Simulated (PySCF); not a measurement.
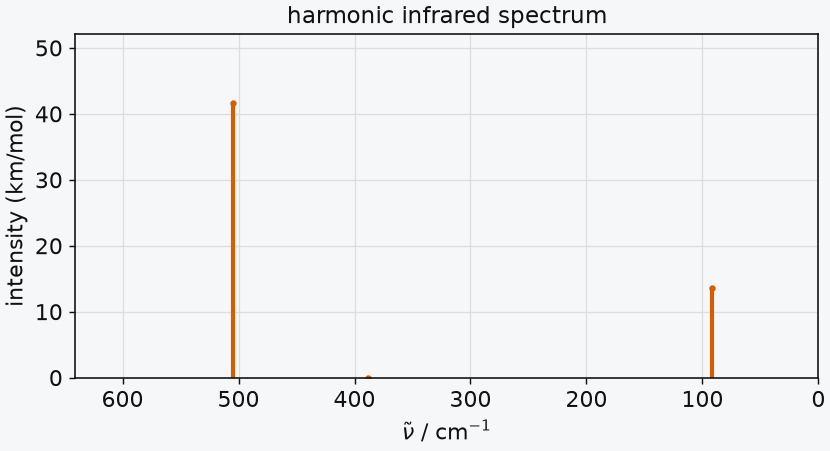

Unscaled harmonic wavenumbers and double-harmonic intensities, PBE0/def2-TZVP (ECP), PySCF 2.14.0, isolated molecule. Structures are the lowest points that the searches found. Degenerate modes count as one line, with their intensities summed.

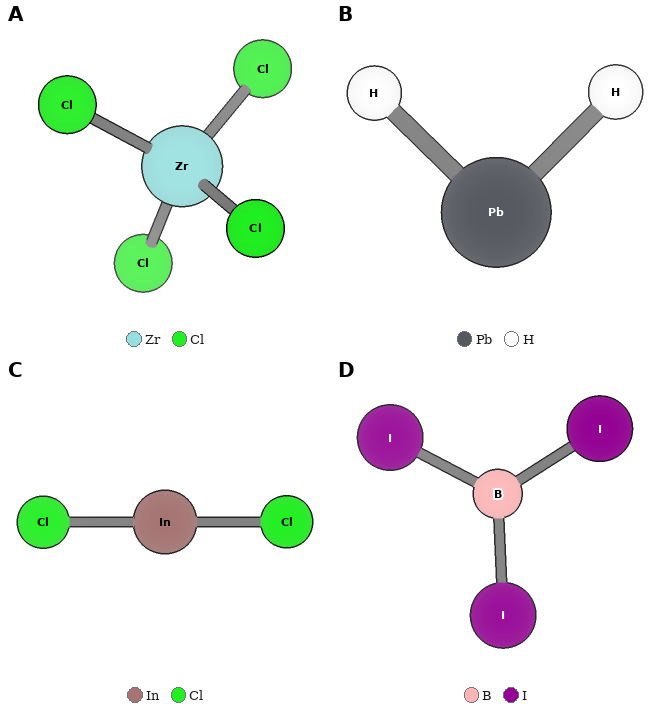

### Whose IR spectrum is this? The candidates are drawn in the second picture. Charge and spin: A neutral singlet; B neutral singlet; C +1 singlet; D neutral singlet.

Structure C, InCl₂⁺, singlet. It has its most intense lines at 504.8 and 91.4 cm⁻¹.
